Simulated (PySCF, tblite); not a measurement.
# C₁₉H₁₂O: excited states

What do calculations give for the excited states of C₁₉H₁₂O (`O=Cc1c2ccccc2cc2cc3ccccc3cc12`)?

Programs: tblite 0.8.0 and PySCF 2.14.0, with routines of our own; each step states its level. All values are computed. Atoms count from 0.

## 1. The starting structure

32 atoms, charge 0, multiplicity 1; geometry from: force field or distance geometry start.

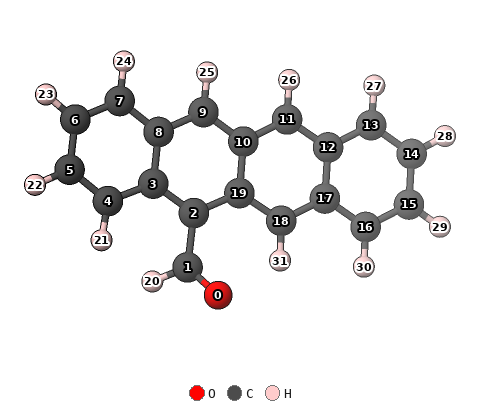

The starting geometry (oxygen red, carbon dark grey, hydrogen pink).

## 2. Relaxing the molecule with GFN2-xTB

The job: settings as JSON, then the geometry in Å.

```
{"job": {"kind": "relax", "xc": "GFN2-xTB", "basis": "xTB"}, "charge": 0, "multiplicity": 1}
O      0.812100     3.345000     0.827400
C      1.422300     2.613400     0.068000
C      1.269400     1.129500     0.055500
C      2.440400     0.344400    -0.057000
C      3.768400     0.839400    -0.047400
C      4.874900    -0.001200    -0.161400
C      4.700100    -1.368800    -0.255700
C      3.416700    -1.894200    -0.227700
C      2.289700    -1.066800    -0.125000
C      0.997300    -1.626500    -0.087000
C     -0.158400    -0.842500     0.015000
C     -1.420900    -1.465200     0.043500
C     -2.609200    -0.719800     0.141300
C     -3.859600    -1.344800     0.153000
C     -5.035700    -0.577800     0.246100
C     -4.958700     0.802200     0.321400
C     -3.709900     1.434400     0.288700
C     -2.527500     0.675300     0.196200
C     -1.263000     1.301000     0.176800
C     -0.044200     0.565200     0.095400
H      2.172400     3.027900    -0.614300
H      3.966700     1.909300     0.040200
H      5.889100     0.426700    -0.146900
H      5.551800    -2.040400    -0.331700
H      3.292200    -2.974600    -0.292300
H      0.890100    -2.710700    -0.142900
H     -1.478200    -2.544100    -0.011400
H     -3.943600    -2.426600     0.110600
H     -5.999000    -1.079300     0.261700
H     -5.861100     1.395700     0.387600
H     -3.663200     2.518200     0.340400
H     -1.236500     2.387500     0.224100
```

Started as:

```console
> OMP_NUM_THREADS=1 python excited_run.py task.json out
```

The driver reads the jobs from task.json and runs them one after another.

Output:

```text
step      E/eV     max force
  0   -1383.10159    2.217
  1   -1383.32456    1.009
  2   -1383.35890    0.674
  3   -1383.36831    0.342
  4   -1383.38129    0.292
  5   -1383.39771    0.285
  6   -1383.40457    0.276
  7   -1383.41723    0.208
  8   -1383.42298    0.164
  9   -1383.42660    0.105
 10   -1383.42925    0.118
 11   -1383.43239    0.139
 12   -1383.43477    0.111
 13   -1383.43629    0.079
 14   -1383.43743    0.075
 15   -1383.43857    0.081
 16   -1383.43969    0.074
 17   -1383.44084    0.071
 18   -1383.44215    0.076
 19   -1383.44368    0.080
 20   -1383.44528    0.087
 21   -1383.44674    0.093
 22   -1383.44799    0.071
 23   -1383.44899    0.064
 24   -1383.44968    0.059
 25   -1383.45015    0.038
 26   -1383.45050    0.040
 27   -1383.45080    0.036
 28   -1383.45102    0.035
 29   -1383.45119    0.026
 30   -1383.45132    0.024
 31   -1383.45144    0.027
 32   -1383.45156    0.022
 33   -1383.45167    0.020
 34   -1383.45180    0.021
 35   -1383.45193    0.022
 36   -1383.45207    0.024
 37   -1383.45221    0.027
 38   -1383.45234    0.022
 39   -1383.45247    0.023
 40   -1383.45258    0.021
 41   -1383.45270    0.024
 42   -1383.45282    0.025
 43   -1383.45296    0.021
 44   -1383.45311    0.023
 45   -1383.45326    0.023
 46   -1383.45342    0.026
 47   -1383.45353    0.036
 48   -1383.45362    0.017
 49   -1383.45368    0.015
 50   -1383.45373    0.014
 51   -1383.45378    0.011
 52   -1383.45382    0.012
 53   -1383.45385    0.010
 54   -1383.45388    0.009
```

It took 1.1 s on 1 thread of Arm Neoverse V1, shared host; peak memory 0.17 GiB.

Along the way: (not every step is listed)

```
step  energy from step 0 (eV)  largest force (eV/Å)
   0                   0.0000                2.2168
   1                  -0.2230                1.0086
   2                  -0.2573                0.6738
   3                  -0.2667                0.3418
   4                  -0.2797                0.2923
   5                  -0.2961                0.2846
   6                  -0.3030                0.2759
   7                  -0.3156                0.2083
   8                  -0.3214                0.1643
  12                  -0.3332                0.1109
  16                  -0.3381                0.0739
  20                  -0.3437                0.0870
  24                  -0.3481                0.0591
  28                  -0.3494                0.0347
  32                  -0.3500                0.0221
  36                  -0.3505                0.0235
  40                  -0.3510                0.0208
  44                  -0.3515                0.0235
  48                  -0.3520                0.0172
  49                  -0.3521                0.0153
  50                  -0.3521                0.0140
  51                  -0.3522                0.0114
  52                  -0.3522                0.0117
  53                  -0.3523                0.0100
  54                  -0.3523                0.0095
```

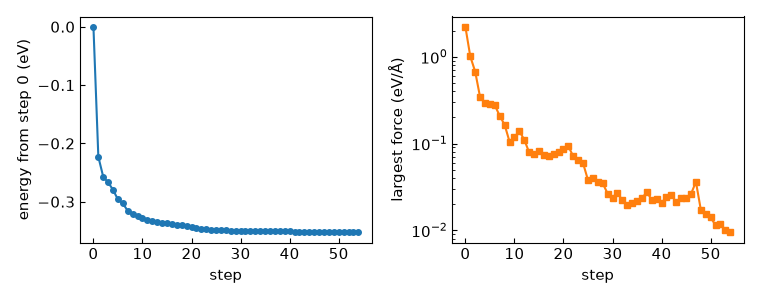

Energy and largest force along the relaxation.

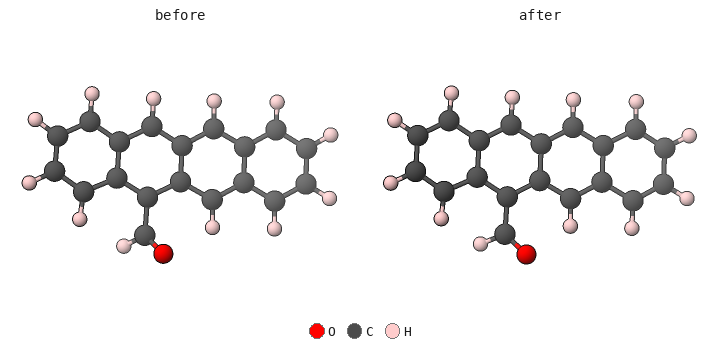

The geometry before (left) and after (right).

Close pairs (by a distance rule), those that changed most:

```
   bond  before (Å)  after (Å)  change (Å)
C13–C14       1.407      1.359      -0.048
C15–C16       1.400      1.360      -0.041
C12–C17       1.399      1.433      +0.034
  C4–C5       1.394      1.362      -0.032
C14–C15       1.384      1.415      +0.030
  C1–C2       1.492      1.463      -0.029
  C6–C7       1.387      1.358      -0.029
  C5–C6       1.382      1.410      +0.028
```

The next job starts from the end point, and lists it.

## 3. Vibrational analysis with GFN2-xTB

The job: settings as JSON, then the geometry in Å.

```
{"job": {"kind": "ir", "xc": "GFN2-xTB", "basis": "xTB"}, "charge": 0, "multiplicity": 1}
O      0.622564     3.407674     0.532621
C      1.386204     2.597805     0.058369
C      1.249118     1.141425     0.055217
C      2.402084     0.335942    -0.049890
C      3.725775     0.852027    -0.028605
C      4.812525     0.037754    -0.137524
C      4.665834    -1.360063    -0.252616
C      3.421876    -1.905549    -0.244704
C      2.263779    -1.089295    -0.138791
C      1.000988    -1.659805    -0.109314
C     -0.156982    -0.887785     0.011508
C     -1.420719    -1.492574     0.038591
C     -2.582572    -0.747051     0.143850
C     -3.873392    -1.341217     0.165334
C     -4.990424    -0.572269     0.251894
C     -4.887955     0.836623     0.325974
C     -3.671406     1.443398     0.312795
C     -2.477274     0.679811     0.220451
C     -1.227112     1.284456     0.196989
C     -0.044080     0.544502     0.102816
H      2.291510     2.959990    -0.465210
H      3.883184     1.911776     0.089852
H      5.806175     0.461026    -0.127329
H      5.544386    -1.982105    -0.336476
H      3.283011    -2.975021    -0.312887
H      0.906225    -2.735379    -0.174356
H     -1.480523    -2.570009    -0.034566
H     -3.942651    -2.418327     0.110490
H     -5.969911    -1.027586     0.264506
H     -5.792280     1.423369     0.392154
H     -3.585528     2.518526     0.372242
H     -1.177648     2.359534     0.259107
```

Output:

```text
mode    cm-1     km/mol
  1      38.7      1.65
  2      64.6      0.39
  3      74.7      2.20
  4     115.7      6.61
  5     144.5      1.75
  6     155.7      2.02
  7     185.2      0.40
  8     244.9      0.69
  9     266.1      7.57
 10     290.6      0.64
 11     303.2      0.61
 12     321.6      1.06
 13     348.0      1.27
 14     404.2      0.62
 15     430.7      2.44
 16     440.7      1.42
 17     447.1      3.89
 18     474.1      0.60
 19     483.4      0.48
 20     490.1      1.56
 21     524.5      5.23
 22     536.9      2.21
 23     586.2      2.85
 24     591.5      2.23
 25     637.5      1.12
 26     679.7      0.14
 27     696.3     14.28
 28     716.8      0.31
 29     729.9      0.39
 30     745.5      0.66
 31     759.3     29.19
 32     773.4      2.71
 33     811.0      6.70
 34     833.2      3.28
 35     852.1      1.29
 36     864.6      6.37
 37     867.2      2.50
 38     871.8     19.59
 39     876.5      4.66
 40     888.5      1.77
 41     900.8      5.52
 42     916.5      0.63
 43     918.6      1.70
 44     925.9      0.08
 45     927.5      0.03
 46     956.5      7.52
 47    1049.1     53.25
 48    1065.7      0.80
 49    1082.1      0.12
 50    1150.3      6.26
 51    1154.7      1.61
 52    1167.4      3.66
 53    1179.3      0.37
 54    1187.4      0.18
 55    1204.3     27.96
 56    1217.7      1.48
 57    1243.1      5.06
 58    1269.8      0.47
 59    1289.3      0.89
 60    1303.6      3.52
 61    1321.8      0.94
 62    1325.6     45.97
 63    1357.9      1.13
 64    1372.0      2.35
 65    1397.8      4.44
 66    1411.9     13.87
 67    1422.3     11.07
 68    1434.2      1.84
 69    1439.8     28.74
 70    1458.3     15.79
 71    1499.5     21.88
 72    1522.5     19.66
 73    1535.2      6.82
 74    1552.6     25.23
 75    1569.8      4.29
 76    1616.8      4.20
 77    1619.4      0.73
 78    1712.1    440.47
 79    2766.1    123.74
 80    3062.2      0.75
 81    3065.8     20.05
 82    3071.3     13.89
 83    3074.0     13.17
 84    3077.2      5.06
 85    3081.4     27.28
 86    3084.5     69.69
 87    3092.8    143.66
 88    3093.1     35.69
 89    3109.4     34.39
 90    3117.0      1.24
```

Wall time 3.5 s (1 thread of Arm Neoverse V1, shared host); peak memory 0.17 GiB.

The strongest bands and the atoms that carry them (share of the mass-weighted mode):

```
cm⁻¹  km/mol                         atoms
1049    53.2    C19 19 %, C2 16 %, C1 16 %
1326    46.0             C2 20 %, C19 15 %
1712   440.5              C1 60 %, O0 38 %
2766   123.7                      H20 94 %
3084    69.7  H28 39 %, H30 33 %, H27 16 %
3093   143.7            H23 53 %, H22 14 %
3093    35.7  H29 38 %, H28 20 %, H30 17 %
3109    34.4                      H21 85 %
```

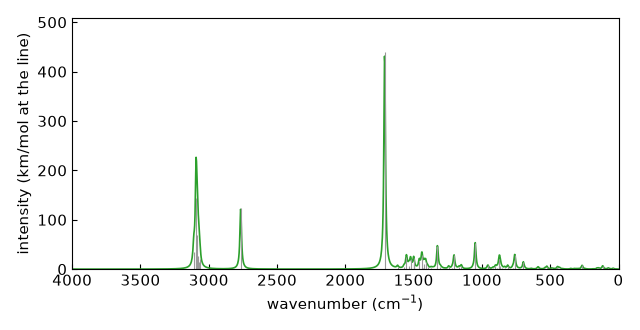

The infrared spectrum from these modes, unscaled. Lines are broadened to a width of 14 cm⁻¹ (Lorentzian).

## 4. Excited states: TDA B3LYP/def2-SVP

The job, as its differences from that of step 3:

```diff
@@ -1,2 +1,2 @@
-{"job": {"kind": "ir", "xc": "GFN2-xTB", "basis": "xTB"}, "charge": 0, "multiplicity": 1}
+{"job": {"kind": "states", "xc": "B3LYP", "basis": "def2-SVP", "tda": true, "soc": true, "nstates": 6, "ntriplets": 4, "nquad": 4}, "charge": 0, "multiplicity": 1}
 O      0.622564     3.407674     0.532621
```

Method: TDA B3LYP/def2-SVP excited states, vertical, gas phase, spin-orbit mean-field couplings.

Output:

```text
coarse grid: 29160 points
cycle   1  E = -805.5460446828  dE =  3.993e+00  |g| = 8.894e-01  |ddm| = 8.445e+00
cycle   2  E = -803.9642260492  dE =  1.582e+00  |g| = 2.505e+00  |ddm| = 3.684e+00
cycle   3  E = -805.6219922649  dE = -1.658e+00  |g| = 5.667e-01  |ddm| = 3.161e+00
cycle   4  E = -805.7142413157  dE = -9.225e-02  |g| = 2.361e-01  |ddm| = 1.223e+00
cycle   5  E = -805.7164341171  dE = -2.193e-03  |g| = 2.208e-01  |ddm| = 6.117e-01
cycle   6  E = -805.7307716097  dE = -1.434e-02  |g| = 3.963e-02  |ddm| = 3.429e-01
cycle   7  E = -805.7311641759  dE = -3.926e-04  |g| = 1.658e-02  |ddm| = 6.271e-02
cycle   8  E = -805.7312340410  dE = -6.987e-05  |g| = 6.020e-03  |ddm| = 2.912e-02
cycle   9  E = -805.7312431373  dE = -9.096e-06  |g| = 2.319e-03  |ddm| = 1.122e-02
final grid: 288624 points
cycle  10  E = -805.8995730714  dE = -9.381e-05  |g| = 8.701e-03  |ddm| = 1.195e-01
cycle  11  E = -805.8995441928  dE =  2.888e-05  |g| = 1.362e-02  |ddm| = 3.180e-02
cycle  12  E = -805.8995919820  dE = -4.779e-05  |g| = 3.344e-03  |ddm| = 2.107e-02
cycle  13  E = -805.8995947803  dE = -2.798e-06  |g| = 4.978e-04  |ddm| = 4.768e-03
cycle  14  E = -805.8995948222  dE = -4.190e-08  |g| = 3.133e-04  |ddm| = 1.102e-03
cycle  15  E = -805.8995948519  dE = -2.972e-08  |g| = 7.741e-05  |ddm| = 5.429e-04
cycle  16  E = -805.8995948533  dE = -1.437e-09  |g| = 3.720e-05  |ddm| = 1.525e-04
cycle  17  E = -805.8995948537  dE = -3.561e-10  |g| = 1.127e-05  |ddm| = 5.975e-05
converged SCF energy = -805.8995948537

Singlet excitations
state   eV       nm        f     d(h-e)  d(exc)  Lambda  PR(NTO)  |dmu|/D   mu/D   main configurations
  1   2.4938   497.2   0.11058   1.831   5.029   0.848   1.101    4.480    4.920   H->L 0.91
  2   2.9819   415.8   0.00291   2.287   4.207   0.671   1.019    4.586    2.572   H-1->L 0.65, H-2->L 0.25
  3   3.4656   357.8   0.01508   0.828   5.217   0.689   1.612    1.984    4.506   H-2->L 0.30, H-3->L 0.25, H->L+1 0.20
  4   3.4881   355.4   0.03796   0.215   4.816   0.656   1.892    0.463    3.134   H->L+2 0.35, H-3->L 0.35, H-2->L 0.24
  5   3.8983   318.0   0.01438   1.093   4.514   0.714   1.539                     H->L+1 0.66, H->L+3 0.10
  6   4.1879   296.1   0.00219   1.969   5.027   0.645   1.233                     H->L+3 0.82

Triplet excitations (Tamm-Dancoff)
state   eV     d(h-e)  d(exc)  Lambda  PR(NTO)   main configurations
  1   1.2939   0.428   4.318   0.856   1.052   H->L 0.96
  2   2.5677   0.390   3.705   0.676   1.762   H-1->L 0.62, H->L+1 0.20
  3   2.7041   1.426   3.698   0.689   1.361   H-2->L 0.53, H-1->L 0.17, H->L+1 0.11
  4   3.0697   0.542   4.529   0.659   1.092   H-3->L 0.88
S1 - T1 = 1.1999 eV

Spin-orbit couplings |<S|Hso|T>| (cm-1)
             T1       T2       T3       T4
S0        0.609   16.958   34.182    3.826
S1        0.769    4.132    5.723    0.455
S2       10.035    5.686    3.986    1.311
S3        1.384    3.456    3.834    0.147
S4        0.186    0.927    1.317    0.071
S5        0.786    2.199    3.147    0.444
S6        0.401    0.746    1.767    0.217
T1 sublevels (cm-1): 0.000 0.000 0.001   radiative rates (1/s): 0.0499 0.0265 1.41
```

Run time: 4.8 min. Hardware: 1 thread of Arm Neoverse V1, shared host; peak memory 2 GiB.

In short:

```
  quantity    value
S1 less T1  1.20 eV
```

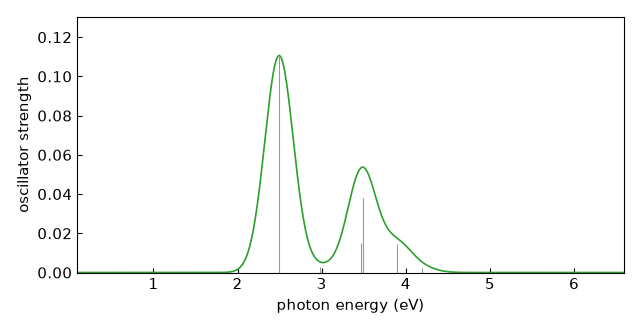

Absorption lines of the singlets. Lines are broadened to a width of 0.40 eV (Gaussian).

Orbitals, density, ELF and potential are computed afterwards from the orbital file.

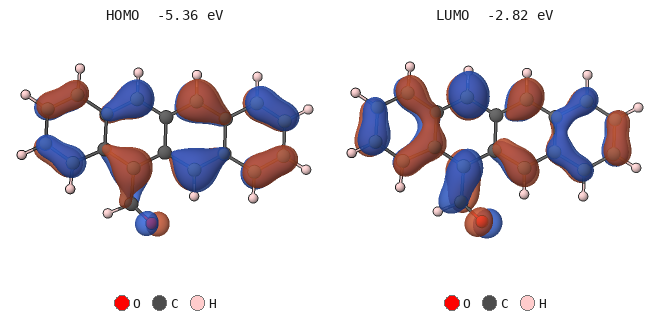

B3LYP/def2-SVP orbitals near the gap, drawn at the value that encloses 70 % of each; the two colours are the two signs.

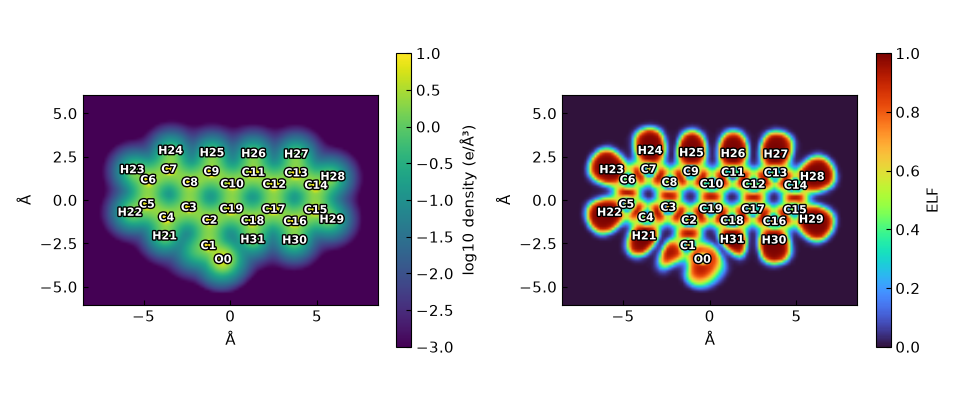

Density (left) and ELF (right) in a plane through or near 31 of the atoms.

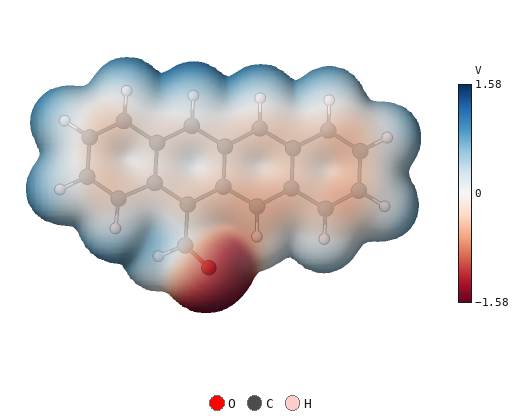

The potential that a unit positive charge feels on the 0.002 e/bohr³ surface, from -1.58 V near O0 to 1.01 V near H25.

## 5. Summary of results

| quantity | value |
| --- | --- |
| strongest single infrared mode (GFN2-xTB) | 1712 cm⁻¹, 440 km/mol |
| zero-point energy (GFN2-xTB) | 151.4 kcal/mol |
| S1 less T1 (step 4, TDA B3LYP/def2-SVP) | 1.20 eV |
| potential on the surface of density 0.002 e/bohr³, 1st and 99th percentile | -1.58 V and 1.01 V |

All 90 modes are real, so the xTB geometry is a minimum. The strongest single mode, at 1712 cm⁻¹, moves mainly C1 and O0. Unscaled tight-binding wavenumbers are off by several per cent, some by more. Its intensities can rank the bands wrongly. In step 4, the number of triplets below S1 is 1, and the largest singlet-triplet spin-orbit coupling is S0–T3, 34.18 cm⁻¹. By nearest atom (B3LYP/def2-SVP), the HOMO sits on C2, C11, C18 about 12 % each; C9 8 % and the LUMO on C9 15 %; C2, C11 about 9 % each.
